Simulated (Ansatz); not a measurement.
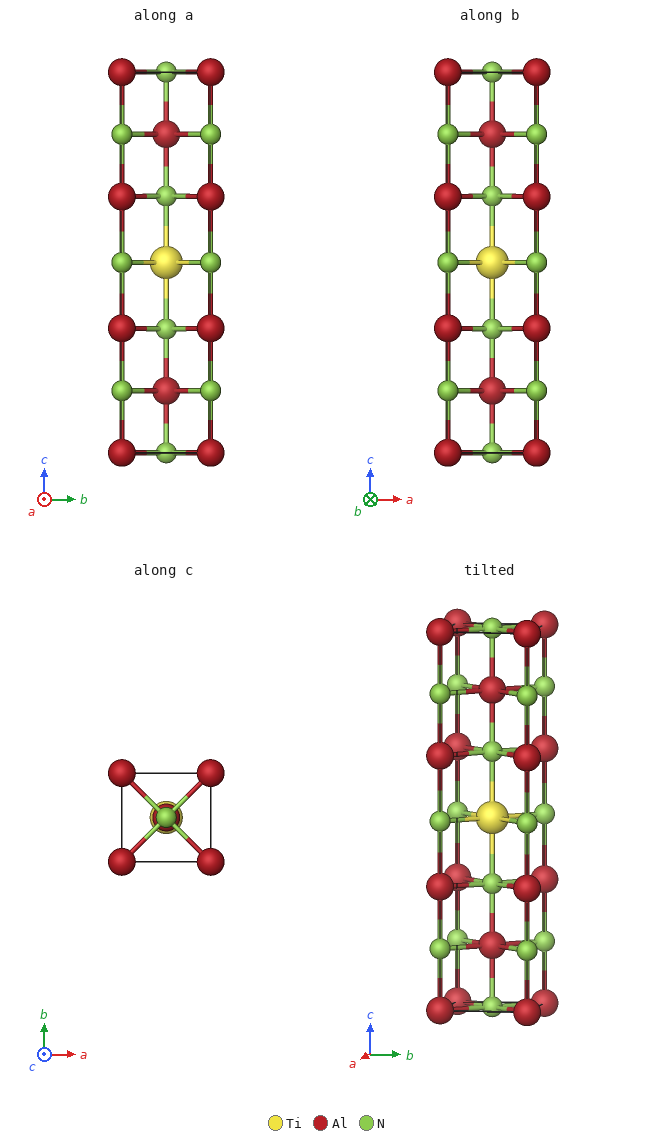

View along the a axis, along the b axis, along the c axis and slightly off an axis, drawn as a ball-and-stick model. Lines trace the edges of the conventional unit cell.

Lattice parameters: a = 2.897 Å, b = 2.897 Å, c = 12.427 Å, α = 90.00°, β = 90.00°, γ = 90.00°.

Give the structure in the form of a table of Wyckoff sites, with free fractional coordinates to two decimals.

Space group P4/mmm (No. 123).
| atom | site | x | y | z |
| --- | --- | --- | --- | --- |
| Ti | 1d | 0.50 | 0.50 | 0.50 |
| Al | 2g | 0.00 | 0.00 | 0.67 |
| Al | 2h | 0.50 | 0.50 | 0.84 |
| Al | 1a | 0.00 | 0.00 | 0.00 |
| N | 2g | 0.00 | 0.00 | 0.84 |
| N | 1c | 0.50 | 0.50 | 0.00 |
| N | 2h | 0.50 | 0.50 | 0.33 |
| N | 1b | 0.00 | 0.00 | 0.50 |

The initial geometry was a structure type filled with these elements by a generator (whether the compound takes this form wasn't checked). The structure drawn was relaxed with DFT PBE, scalar-relativistic, plane waves, PAW (Ansatz 0.2.0).
